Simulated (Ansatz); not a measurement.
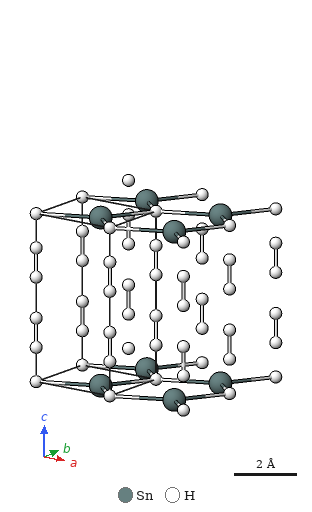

Starting structure of a crystal of SnH₅ (a generated structure, set up in P-6m2) (coarse preliminary run). Style: ball-and-stick. Shown: the cell of the calculation, repeated 2 × 2 × 1 with one cell outlined, slightly off an axis.

These are results of Ansatz 0.2.0, DFT PBE, scalar-relativistic, plane waves, PAW, not measurements.

Input file:
```yaml
crystal:
  lattice:
    - [3.90523912, 0.0, 0.0]
    - [-1.95261956, 3.38203628, 0.0]
    - [0.0, 0.0, 5.49292499]
  atoms:
    - { symbol: Sn, position: [0.66666667, 0.33333333, 0.0] }
    - { symbol: H, position: [0.0, 0.0, 0.0] }
    - { symbol: H, position: [0.0, 0.0, 0.2040403] }
    - { symbol: H, position: [0.0, 0.0, 0.7959597] }
    - { symbol: H, position: [0.0, 0.0, 0.62195132] }
    - { symbol: H, position: [0.0, 0.0, 0.37804868] }
basis:
  ecutwfc: 420
kpoints:
  mp_grid: { grid: [6, 6, 4] }
hamiltonian:
  xc: pbe
scf:
  occupations: { method: gaussian, width: 0.1 }
  lower_state_search: "off"
output:
  forces: true
  stress: true
  eigenvalues: true
relax:
  adjacent_minimum: "off"
  f_tol: 0.04
  max_steps: 70
  cell: { stress_tol: 0.4 }
```

Run as
```bash
ansatz run input.yaml --threads 1 --pin off --max-ram 2560MiB --backend cpu --events-out ev --progress --plain --runs-dir out
```

Predict the outcome.

The energy falls by 362 meV per atom in 27 accepted moves (31 points after the start). The largest force component goes from 2.1 to 0.021 eV/Å. The pressure goes from 1.76 to 0.06 GPa. The line search rejected the trial step at point 9 of the run. The SCF was repeated 3 times at an unchanged geometry on a basis and grid sized afresh for the cell, which shifted the energy by 20.8 meV per atom at most. The largest moves relative to the cell, 1.20 Å, are those of H3 and H4. H3 goes along +c. Sn stays in place. The drawn cell changes as follows: a = b 3.905 → 3.584 Å (−8.2 %), c 5.493 → 10.596 Å (+92.9 %); the volume changes by +62.5 %. Some distances before and after: H3–H6 0.956 → 0.751 Å, Sn1–H2 2.255 → 2.069 Å. The space group stays P-6m2 (No. 187). Cost: 4.6 min on 1 thread of Intel(R) Xeon(R) Processor @ 2.50GHz (Skylake/Cascade Lake) (shared host), peak memory 0.4 GiB.

Final geometry:

```
Sn H
1.0
     3.58371    0.00000    0.00000
    -1.79185    3.10358    0.00000
     0.00000    0.00000   10.59650
Sn H
1 5
Direct
  0.66667 0.33333 0.00000
  0.00000 0.00000 0.00000
  0.00000 0.00000 0.31686
  0.00000 0.00000 0.68314
  0.00000 0.00000 0.61230
  0.00000 0.00000 0.38770
```

After the run, drawn alike:

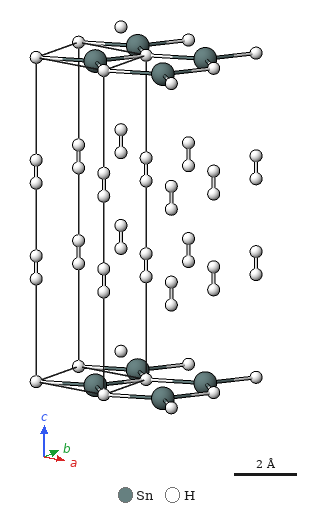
